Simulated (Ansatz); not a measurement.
Consider Rb₂Ag.

The calculation's input:

```
crystal:
  lattice:
    - [5.0900635941, 0.0, 0.0]
    - [0.0, 5.0900635941, 0.0]
    - [0.0, 0.0, 7.2792371411]
  atoms:
    - { symbol: Rb, position: [0.5, 0.5, 0.0] }
    - { symbol: Rb, position: [0.0, 0.0, 0.5] }
    - { symbol: Ag, position: [0.0, 0.0, 0.0] }
basis:
  ecutwfc: 420
kpoints:
  mp_grid: { grid: [10, 10, 6] }
hamiltonian:
  xc: pbe
scf:
  occupations: { method: gaussian, width: 0.1 }
output:
  forces: true
  stress: true
  eigenvalues: true
  write_density: true
  write_potential: true
  elf: true
  volumetric_format: npy
relax:
  adjacent_minimum: "off"
  f_tol: 0.01
  max_steps: 80
  cell: { stress_tol: 0.05 }
```

Launched as:

```sh
ansatz run input.yaml --threads 1 --pin off --max-ram 2048MiB --backend cpu --events-out ev --progress --plain --runs-dir out
```

Below, planes, directions and counts refer to the conventional cell (a = 5.11 Å, b = 5.11 Å, c = 7.31 Å, α = 90.00°, β = 90.00°, γ = 90.00°).

The fields are those of the relaxed geometry.

Space group P4/mmm; a structure generated by program, which may or may not match a known phase; computed without spin polarisation.

Theory: DFT PBE, scalar-relativistic, plane waves, PAW in Ansatz.

> What will maps of the valence pseudo-density and electron localisation function show?

Rb–Ag (3.65 Å): ρ is about 0.06 e/Å³ halfway; the ELF is about 0.10 at the midpoint; no shared electron pair shows on this line.

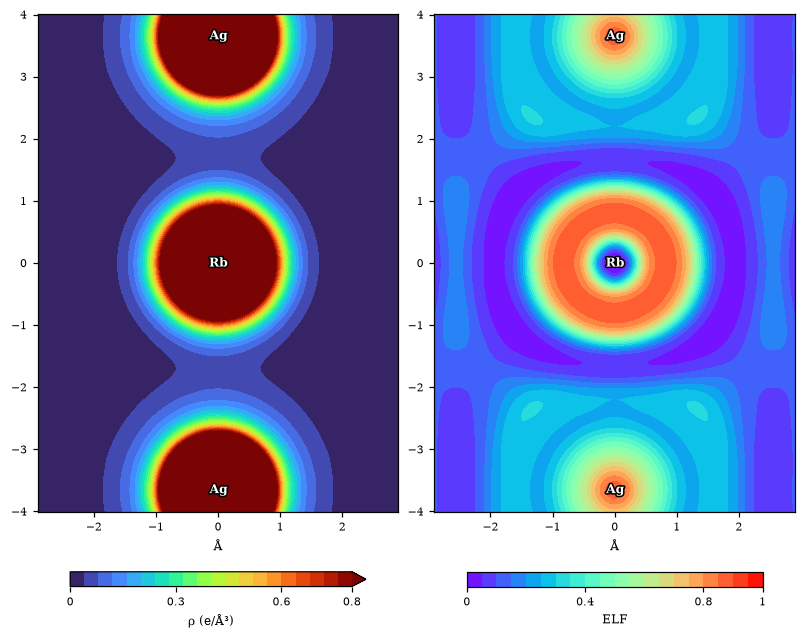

Computed valence pseudo-density and electron localisation function on the (010) plane of the conventional cell, in this order. 
